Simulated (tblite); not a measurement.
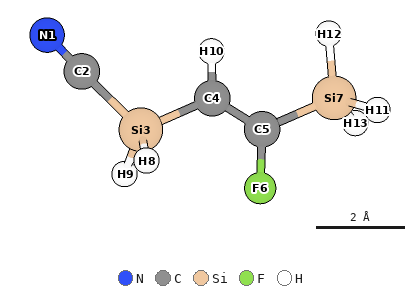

The structure as given in the input (ball-and-stick view, seen at a tilt; atoms are numbered from 1 in the order of the input). Bond lengths as drawn: C–C 1.35 Å, C–F 1.36 Å, C–H 1.08 Å, C–N 1.15 Å, C–Si 1.84 to 1.90 Å and H–Si 1.47 to 1.49 Å.

# Geometry relaxation of C3H6FNSi2 (part 1 of 2)

C3H6FNSi2, computed with GFN2-xTB geometry optimisation, gas phase (tblite 0.8.0).

It belongs to a series of runs on one base structure; here: C-C bond made double.

Input file:
```
{"job": {"kind": "relax", "xc": "GFN2-xTB", "basis": "xTB"}, "charge": 0, "multiplicity": 1}
N     -4.002200     1.725500     0.509200
C     -3.226900     0.884100     0.413300
Si    -1.909400    -0.474800     0.286400
C     -0.208600     0.225500     0.270900
C      0.919900    -0.505500     0.198600
F      0.819000    -1.852800     0.093100
Si     2.632200     0.193800     0.184200
H     -2.033800    -1.418900     1.423700
H     -2.110400    -1.252100    -0.968600
H     -0.184500     1.299200     0.362100
H      3.404600    -0.336000     1.338800
H      2.569300     1.669300     0.299600
H      3.326400    -0.156700    -1.064700
```

The first line tells a small driver script what to run in tblite; the rest is the geometry in Å.

Run on 1 CPU thread, shared host.

Run as:
```bash
OMP_NUM_THREADS=1 python <driver script> task.json out
```

What the program printed:
```
step      E/eV     max force
  0    -557.79723    1.633
  1    -557.87265    1.320
  2    -557.91400    0.727
  3    -557.92428    1.851
  4    -557.94464    0.491
  5    -557.95827    0.508
  6    -557.97389    0.230
  7    -557.97742    0.234
  8    -557.98281    0.227
  9    -557.98581    0.198
 10    -557.98767    0.108
 11    -557.98861    0.097
 12    -557.98937    0.070
 13    -557.98993    0.071
 14    -557.99033    0.059
 15    -557.99066    0.055
 16    -557.99109    0.058
 17    -557.99167    0.092
 18    -557.99229    0.096
 19    -557.99273    0.055
 20    -557.99299    0.043
 21    -557.99322    0.043
 22    -557.99349    0.070
 23    -557.99373    0.058
 24    -557.99386    0.026
 25    -557.99392    0.024
 26    -557.99399    0.029
 27    -557.99406    0.033
 28    -557.99410    0.017
 29    -557.99412    0.010
 30    -557.99413    0.011
 31    -557.99414    0.022
 32    -557.99417    0.030
 33    -557.99420    0.026
 34    -557.99421    0.011
 35    -557.99422    0.006
```

Trajectory as extended XYZ (Å, eV, eV/Å), 36 frames, from step=0 to step=35:
```
13
Properties=species:S:1:pos:R:3:forces:R:3 step=0 energy=-557.79723
N    -4.0022    1.7255    0.5092    0.2600  -0.3350  -0.0550
C    -3.2269    0.8841    0.4133    0.2860  -0.0840   0.0330
Si   -1.9094   -0.4748    0.2864   -1.1440  -1.1220  -0.1760
C    -0.2086    0.2255    0.2709    0.8040  -0.1090   0.0640
C     0.9199   -0.5055    0.1986   -1.4440   0.6900   0.0050
F     0.8190   -1.8528    0.0931   -0.0990   0.0500   0.0250
Si    2.6322    0.1938    0.1842    1.5210   0.5520   0.2220
H    -2.0338   -1.4189    1.4237   -0.1480   0.3200  -0.1150
H    -2.1104   -1.2521   -0.9686   -0.1310   0.3300   0.2510
H    -0.1845    1.2992    0.3621    0.6280   0.0420  -0.0380
H     3.4046   -0.3360    1.3388   -0.2590   0.0600  -0.2910
H     2.5693    1.6693    0.2996   -0.1320  -0.3490  -0.0280
H     3.3264   -0.1567   -1.0647   -0.1430  -0.0440   0.1020
13
Properties=species:S:1:pos:R:3:forces:R:3 step=1 energy=-557.87265
N    -3.9985    1.7208    0.5084    0.0580  -0.0860  -0.0250
C    -3.2228    0.8829    0.4138    0.4180  -0.3140   0.0020
Si   -1.9257   -0.4909    0.2839   -0.4030  -0.5370  -0.1030
C    -0.1971    0.2239    0.2719   -1.1950   0.5410   0.1460
C     0.8993   -0.4956    0.1986    0.7830  -0.0470  -0.0880
F     0.8176   -1.8521    0.0934   -0.1400   0.1820   0.0330
Si    2.6539    0.2017    0.1874    0.5380   0.1650   0.1130
H    -2.0359   -1.4143    1.4220   -0.1800   0.1700   0.0320
H    -2.1123   -1.2474   -0.9650   -0.1790   0.1760   0.0370
H    -0.1755    1.2998    0.3615    0.5690  -0.0300  -0.0390
H     3.4009   -0.3352    1.3347   -0.1130  -0.0140  -0.1050
H     2.5674    1.6644    0.2992   -0.0920  -0.1450  -0.0090
H     3.3244   -0.1573   -1.0633   -0.0640  -0.0610   0.0080
13
Properties=species:S:1:pos:R:3:forces:R:3 step=2 energy=-557.91400
N    -3.9958    1.7172    0.5076    0.4960  -0.5270  -0.0720
C    -3.2144    0.8775    0.4140   -0.1500   0.2030   0.0520
Si   -1.9396   -0.5067    0.2811    0.0030  -0.1350  -0.0090
C    -0.2102    0.2315    0.2745   -0.4440  -0.2270   0.0510
C     0.9017   -0.4917    0.1973    0.2230   0.3900  -0.0230
F     0.8148   -1.8490    0.0941   -0.1040   0.2360   0.0300
Si    2.6724    0.2079    0.1906   -0.0100  -0.0180  -0.0240
H    -2.0397   -1.4096    1.4217   -0.2040   0.0180   0.1750
H    -2.1160   -1.2424   -0.9627   -0.2210   0.0100  -0.1920
H    -0.1626    1.2996    0.3607    0.4330   0.1830  -0.0130
H     3.3974   -0.3350    1.3311    0.0360  -0.0900   0.0840
H     2.5651    1.6598    0.2988   -0.0650   0.0290   0.0070
H     3.3224   -0.1586   -1.0625    0.0080  -0.0710  -0.0660
13
Properties=species:S:1:pos:R:3:forces:R:3 step=3 energy=-557.92428
N    -3.9845    1.7047    0.5058   -0.9200   1.0100   0.1000
C    -3.2123    0.8783    0.4152    1.2490  -1.3600  -0.1260
Si   -1.9491   -0.5198    0.2792    0.1050   0.1710   0.0610
C    -0.2239    0.2310    0.2770    0.1560  -0.1850   0.0150
C     0.9043   -0.4809    0.1962   -0.1770   0.3630   0.0090
F     0.8111   -1.8428    0.0951   -0.0220   0.3190   0.0290
Si    2.6850    0.2120    0.1923   -0.2980  -0.1050  -0.1040
H    -2.0458   -1.4061    1.4247   -0.2150  -0.0810   0.2550
H    -2.1223   -1.2390   -0.9647   -0.2400  -0.0920  -0.3230
H    -0.1463    1.3030    0.3599    0.2440   0.0260  -0.0160
H     3.3957   -0.3365    1.3302    0.1130  -0.1310   0.1830
H     2.5624    1.6572    0.2987   -0.0400   0.1390   0.0160
H     3.3213   -0.1607   -1.0631    0.0460  -0.0740  -0.0990
13
Properties=species:S:1:pos:R:3:forces:R:3 step=4 energy=-557.94464
N    -3.9832    1.7032    0.5051    0.3520  -0.3400  -0.0450
C    -3.2000    0.8672    0.4151   -0.2110   0.1810   0.0340
Si   -1.9544   -0.5274    0.2784    0.2720   0.0560   0.0500
C    -0.2323    0.2271    0.2790    0.3410   0.2810   0.0240
C     0.9042   -0.4679    0.1955   -0.2060   0.0460   0.0050
F     0.8081   -1.8345    0.0961    0.0520   0.3580   0.0250
Si    2.6903    0.2135    0.1922   -0.3600  -0.1190  -0.1000
H    -2.0529   -1.4045    1.4300   -0.2100  -0.1060   0.2500
H    -2.1299   -1.2376   -0.9701   -0.2310  -0.1080  -0.3130
H    -0.1312    1.3066    0.3592    0.0630  -0.2220  -0.0250
H     3.3959   -0.3392    1.3319    0.1070  -0.1230   0.1700
H     2.5599    1.6571    0.2989   -0.0180   0.1660   0.0170
H     3.3210   -0.1631   -1.0648    0.0490  -0.0700  -0.0930
13
Properties=species:S:1:pos:R:3:forces:R:3 step=5 energy=-557.95827
N    -3.9806    1.7010    0.5047    0.3610  -0.3550  -0.0450
C    -3.1977    0.8644    0.4152   -0.2370   0.2220   0.0370
Si   -1.9509   -0.5271    0.2792    0.2300  -0.0760  -0.0030
C    -0.2301    0.2307    0.2798    0.1740   0.1690   0.0170
C     0.9026   -0.4650    0.1954   -0.1020   0.0380   0.0010
F     0.8082   -1.8274    0.0967    0.0320   0.2170   0.0150
Si    2.6850    0.2117    0.1905   -0.1720  -0.0560  -0.0210
H    -2.0575   -1.4060    1.4349   -0.1870  -0.0500   0.1660
H    -2.1349   -1.2392   -0.9761   -0.1950  -0.0350  -0.1750
H    -0.1274    1.3040    0.3587    0.0620  -0.0300  -0.0100
H     3.3978   -0.3416    1.3350    0.0290  -0.0710   0.0560
H     2.5592    1.6597    0.2992   -0.0130   0.0840   0.0100
H     3.3218   -0.1646   -1.0666    0.0180  -0.0580  -0.0490
13
Properties=species:S:1:pos:R:3:forces:R:3 step=6 energy=-557.97389
N    -3.9697    1.6908    0.5028    0.1260  -0.1040  -0.0150
C    -3.1891    0.8555    0.4159   -0.0450   0.0170   0.0060
Si   -1.9457   -0.5366    0.2788    0.1650  -0.1550  -0.0410
C    -0.2313    0.2385    0.2828    0.0360   0.0770  -0.0070
C     0.8995   -0.4524    0.1947    0.0430  -0.0180   0.0090
F     0.8069   -1.8079    0.0985    0.0240  -0.0700  -0.0100
Si    2.6808    0.2101    0.1889    0.0500   0.0350   0.0500
H    -2.0731   -1.4072    1.4483   -0.1320   0.0140   0.0230
H    -2.1515   -1.2400   -0.9904   -0.1210   0.0410   0.0200
H    -0.1099    1.3032    0.3573   -0.0530   0.2180   0.0170
H     3.3999   -0.3479    1.3401   -0.0710   0.0000  -0.0920
H     2.5561    1.6641    0.2998    0.0130  -0.0230  -0.0010
H     3.3226   -0.1698   -1.0709   -0.0340  -0.0310   0.0390
13
Properties=species:S:1:pos:R:3:forces:R:3 step=7 energy=-557.97742
N    -3.9650    1.6867    0.5020    0.0430  -0.0160  -0.0040
C    -3.1855    0.8516    0.4162    0.0450  -0.0800  -0.0070
Si   -1.9426   -0.5425    0.2780    0.1170  -0.1030  -0.0270
C    -0.2318    0.2421    0.2837    0.0390   0.0750  -0.0140
C     0.8990   -0.4480    0.1945    0.0690  -0.0330   0.0130
F     0.8066   -1.8028    0.0990    0.0220  -0.1100  -0.0140
Si    2.6813    0.2105    0.1891    0.0620   0.0440   0.0370
H    -2.0803   -1.4071    1.4529   -0.1080   0.0200  -0.0120
H    -2.1588   -1.2394   -0.9946   -0.0960   0.0410   0.0500
H    -0.1043    1.3064    0.3571   -0.0980   0.2110   0.0200
H     3.3994   -0.3500    1.3402   -0.0750   0.0050  -0.0970
H     2.5552    1.6649    0.2999    0.0220  -0.0300  -0.0020
H     3.3222   -0.1719   -1.0715   -0.0420  -0.0230   0.0570
13
Properties=species:S:1:pos:R:3:forces:R:3 step=8 energy=-557.98281
N    -3.9566    1.6798    0.5007   -0.0270   0.0560   0.0060
C    -3.1791    0.8437    0.4163    0.1420  -0.1750  -0.0230
Si   -1.9349   -0.5533    0.2765    0.0180   0.0230   0.0110
C    -0.2303    0.2497    0.2848    0.0460   0.0400  -0.0230
C     0.8997   -0.4421    0.1947    0.0790  -0.0310   0.0170
F     0.8069   -1.7975    0.0994    0.0090  -0.0950  -0.0130
Si    2.6828    0.2121    0.1901    0.0470   0.0410  -0.0060
H    -2.0938   -1.4066    1.4596   -0.0600   0.0230  -0.0630
H    -2.1723   -1.2378   -1.0001   -0.0490   0.0270   0.0760
H    -0.0988    1.3159    0.3573   -0.1460   0.1260   0.0180
H     3.3970   -0.3531    1.3384   -0.0510  -0.0020  -0.0630
H     2.5545    1.6656    0.3002    0.0340  -0.0190  -0.0010
H     3.3206   -0.1758   -1.0711   -0.0420  -0.0120   0.0640
13
Properties=species:S:1:pos:R:3:forces:R:3 step=9 energy=-557.98581
N    -3.9513    1.6760    0.5000   -0.0080   0.0290   0.0040
C    -3.1753    0.8381    0.4160    0.1310  -0.1470  -0.0220
Si   -1.9289   -0.5582    0.2758   -0.0310   0.0860   0.0290
C    -0.2272    0.2549    0.2846    0.0320  -0.0010  -0.0220
C     0.9014   -0.4407    0.1952    0.0550  -0.0050   0.0150
F     0.8076   -1.7974    0.0992   -0.0040  -0.0280  -0.0060
Si    2.6839    0.2135    0.1905    0.0240   0.0290  -0.0300
H    -2.1022   -1.4062    1.4617   -0.0300   0.0190  -0.0780
H    -2.1803   -1.2365   -1.0011   -0.0220   0.0140   0.0750
H    -0.1005    1.3240    0.3578   -0.1360   0.0280   0.0100
H     3.3945   -0.3547    1.3358   -0.0210  -0.0170  -0.0180
H     2.5550    1.6657    0.3003    0.0360   0.0030   0.0010
H     3.3189   -0.1780   -1.0694   -0.0270  -0.0120   0.0420
13
Properties=species:S:1:pos:R:3:forces:R:3 step=10 energy=-557.98767
N    -3.9476    1.6737    0.4996    0.0350  -0.0230  -0.0010
C    -3.1727    0.8341    0.4156    0.0690  -0.0570  -0.0120
Si   -1.9249   -0.5588    0.2760   -0.0320   0.0830   0.0260
C    -0.2238    0.2578    0.2838    0.0030  -0.0270  -0.0130
C     0.9036   -0.4413    0.1960    0.0170   0.0250   0.0080
F     0.8083   -1.7993    0.0988   -0.0110   0.0420   0.0020
Si    2.6845    0.2149    0.1904    0.0060   0.0150  -0.0270
H    -2.1070   -1.4056    1.4606   -0.0140   0.0110  -0.0670
H    -2.1847   -1.2355   -0.9993   -0.0090   0.0040   0.0610
H    -0.1062    1.3297    0.3585   -0.0950  -0.0520   0.0010
H     3.3924   -0.3556    1.3335    0.0040  -0.0270   0.0160
H     2.5564    1.6657    0.3003    0.0330   0.0250   0.0020
H     3.3173   -0.1793   -1.0673   -0.0070  -0.0170   0.0040
13
Properties=species:S:1:pos:R:3:forces:R:3 step=11 energy=-557.98861
N    -3.9454    1.6723    0.4995    0.0510  -0.0440  -0.0040
C    -3.1709    0.8319    0.4151    0.0170   0.0130  -0.0030
Si   -1.9234   -0.5572    0.2765   -0.0070   0.0370   0.0110
C    -0.2220    0.2584    0.2830   -0.0200  -0.0310  -0.0040
C     0.9051   -0.4417    0.1965   -0.0070   0.0390   0.0020
F     0.8085   -1.8000    0.0985   -0.0080   0.0680   0.0060
Si    2.6848    0.2157    0.1900    0.0040   0.0080  -0.0080
H    -2.1089   -1.4052    1.4584   -0.0100   0.0010  -0.0460
H    -2.1863   -1.2350   -0.9967   -0.0060  -0.0010   0.0450
H    -0.1115    1.3315    0.3589   -0.0610  -0.0750  -0.0030
H     3.3914   -0.3562    1.3325    0.0110  -0.0280   0.0250
H     2.5579    1.6661    0.3004    0.0300   0.0330   0.0020
H     3.3165   -0.1801   -1.0661    0.0060  -0.0210  -0.0210
13
Properties=species:S:1:pos:R:3:forces:R:3 step=12 energy=-557.98937
N    -3.9429    1.6706    0.4993    0.0380  -0.0320  -0.0040
C    -3.1688    0.8301    0.4147   -0.0160   0.0600   0.0030
Si   -1.9225   -0.5555    0.2771    0.0200  -0.0210  -0.0060
C    -0.2214    0.2582    0.2824   -0.0350  -0.0240   0.0040
C     0.9061   -0.4411    0.1969   -0.0180   0.0410  -0.0040
F     0.8085   -1.7991    0.0985    0.0000   0.0640   0.0070
Si    2.6853    0.2166    0.1895    0.0090   0.0040   0.0110
H    -2.1108   -1.4048    1.4558   -0.0080  -0.0110  -0.0200
H    -2.1878   -1.2345   -0.9940   -0.0050  -0.0070   0.0250
H    -0.1165    1.3313    0.3592   -0.0350  -0.0610  -0.0040
H     3.3909   -0.3574    1.3322    0.0090  -0.0220   0.0190
H     2.5596    1.6671    0.3005    0.0300   0.0300   0.0010
H     3.3159   -0.1812   -1.0657    0.0120  -0.0220  -0.0330
13
Properties=species:S:1:pos:R:3:forces:R:3 step=13 energy=-557.98993
N    -3.9405    1.6689    0.4991    0.0080   0.0010  -0.0010
C    -3.1664    0.8288    0.4144   -0.0200   0.0680   0.0050
Si   -1.9217   -0.5550    0.2774    0.0240  -0.0570  -0.0140
C    -0.2218    0.2578    0.2821   -0.0340  -0.0120   0.0080
C     0.9066   -0.4392    0.1971   -0.0130   0.0330  -0.0060
F     0.8084   -1.7967    0.0987    0.0110   0.0380   0.0050
Si    2.6860    0.2175    0.1893    0.0140   0.0040   0.0190
H    -2.1128   -1.4047    1.4538   -0.0070  -0.0240   0.0020
H    -2.1896   -1.2343   -0.9918   -0.0050  -0.0160   0.0040
H    -0.1203    1.3302    0.3592   -0.0230  -0.0230  -0.0030
H     3.3907   -0.3589    1.3325    0.0030  -0.0140   0.0080
H     2.5613    1.6685    0.3005    0.0320   0.0210   0.0000
H     3.3157   -0.1826   -1.0661    0.0100  -0.0180  -0.0270
13
Properties=species:S:1:pos:R:3:forces:R:3 step=14 energy=-557.99033
N    -3.9386    1.6678    0.4989   -0.0190   0.0320   0.0020
C    -3.1642    0.8284    0.4142   -0.0050   0.0470   0.0040
Si   -1.9209   -0.5560    0.2774    0.0050  -0.0580  -0.0110
C    -0.2230    0.2575    0.2822   -0.0210   0.0010   0.0080
C     0.9067   -0.4367    0.1972   -0.0020   0.0200  -0.0060
F     0.8084   -1.7937    0.0990    0.0210   0.0090   0.0020
Si    2.6870    0.2182    0.1894    0.0160   0.0050   0.0130
H    -2.1149   -1.4050    1.4528   -0.0050  -0.0340   0.0160
H    -2.1915   -1.2344   -0.9904   -0.0040  -0.0270  -0.0140
H    -0.1230    1.3290    0.3592   -0.0240   0.0140   0.0000
H     3.3906   -0.3604    1.3330   -0.0020  -0.0080  -0.0020
H     2.5632    1.6699    0.3006    0.0350   0.0090  -0.0010
H     3.3157   -0.1841   -1.0669    0.0030  -0.0110  -0.0110
13
Properties=species:S:1:pos:R:3:forces:R:3 step=15 energy=-557.99066
N    -3.9373    1.6674    0.4988   -0.0290   0.0470   0.0030
C    -3.1623    0.8287    0.4142    0.0120   0.0190   0.0020
Si   -1.9202   -0.5579    0.2772   -0.0230  -0.0340  -0.0020
C    -0.2243    0.2573    0.2824   -0.0050   0.0100   0.0060
C     0.9068   -0.4341    0.1970    0.0080   0.0080  -0.0040
F     0.8089   -1.7910    0.0993    0.0290  -0.0120   0.0000
Si    2.6882    0.2189    0.1897    0.0130   0.0050   0.0010
H    -2.1169   -1.4060    1.4523   -0.0020  -0.0390   0.0220
H    -2.1933   -1.2351   -0.9898   -0.0040  -0.0350  -0.0280
H    -0.1254    1.3284    0.3591   -0.0270   0.0380   0.0020
H     3.3905   -0.3619    1.3333   -0.0050  -0.0030  -0.0070
H     2.5653    1.6712    0.3006    0.0380  -0.0010  -0.0020
H     3.3157   -0.1855   -1.0677   -0.0040  -0.0040   0.0070
13
Properties=species:S:1:pos:R:3:forces:R:3 step=16 energy=-557.99109
N    -3.9361    1.6677    0.4987   -0.0240   0.0480   0.0030
C    -3.1601    0.8299    0.4142    0.0250  -0.0110  -0.0010
Si   -1.9199   -0.5608    0.2770   -0.0550   0.0040   0.0090
C    -0.2258    0.2574    0.2827    0.0100   0.0170   0.0030
C     0.9070   -0.4310    0.1968    0.0120  -0.0020   0.0000
F     0.8101   -1.7879    0.0996    0.0350  -0.0240  -0.0030
Si    2.6898    0.2199    0.1900    0.0050   0.0050  -0.0130
H    -2.1193   -1.4080    1.4521    0.0010  -0.0410   0.0230
H    -2.1955   -1.2367   -0.9895   -0.0020  -0.0400  -0.0370
H    -0.1293    1.3283    0.3591   -0.0290   0.0500   0.0040
H     3.3903   -0.3638    1.3336   -0.0070   0.0010  -0.0110
H     2.5688    1.6728    0.3006    0.0400  -0.0110  -0.0020
H     3.3157   -0.1874   -1.0685   -0.0110   0.0040   0.0240
13
Properties=species:S:1:pos:R:3:forces:R:3 step=17 energy=-557.99167
N    -3.9346    1.6689    0.4986   -0.0030   0.0350   0.0020
C    -3.1572    0.8322    0.4141    0.0260  -0.0390  -0.0020
Si   -1.9203   -0.5645    0.2769   -0.0780   0.0440   0.0190
C    -0.2278    0.2575    0.2831    0.0180   0.0200   0.0000
C     0.9075   -0.4268    0.1966    0.0070  -0.0080   0.0050
F     0.8126   -1.7844    0.1000    0.0380  -0.0240  -0.0040
Si    2.6920    0.2214    0.1903   -0.0080   0.0020  -0.0250
H    -2.1223   -1.4118    1.4519    0.0040  -0.0350   0.0180
H    -2.1982   -1.2398   -0.9894    0.0000  -0.0390  -0.0370
H    -0.1362    1.3291    0.3592   -0.0220   0.0460   0.0040
H     3.3898   -0.3663    1.3337   -0.0070   0.0050  -0.0130
H     2.5748    1.6750    0.3006    0.0410  -0.0190  -0.0020
H     3.3154   -0.1899   -1.0692   -0.0150   0.0110   0.0380
13
Properties=species:S:1:pos:R:3:forces:R:3 step=18 energy=-557.99229
N    -3.9330    1.6710    0.4985    0.0260   0.0150  -0.0010
C    -3.1543    0.8351    0.4141    0.0090  -0.0520  -0.0010
Si   -1.9220   -0.5677    0.2770   -0.0720   0.0610   0.0190
C    -0.2296    0.2578    0.2836    0.0100   0.0170  -0.0030
C     0.9082   -0.4228    0.1964   -0.0080  -0.0070   0.0100
F     0.8164   -1.7812    0.1003    0.0360  -0.0120  -0.0040
Si    2.6943    0.2230    0.1903   -0.0230  -0.0020  -0.0250
H    -2.1250   -1.4169    1.4516    0.0050  -0.0200   0.0050
H    -2.2007   -1.2442   -0.9895    0.0030  -0.0270  -0.0220
H    -0.1452    1.3306    0.3594   -0.0050   0.0250   0.0020
H     3.3891   -0.3689    1.3335   -0.0070   0.0090  -0.0150
H     2.5827    1.6770    0.3005    0.0390  -0.0210  -0.0020
H     3.3149   -0.1924   -1.0693   -0.0140   0.0140   0.0380
```
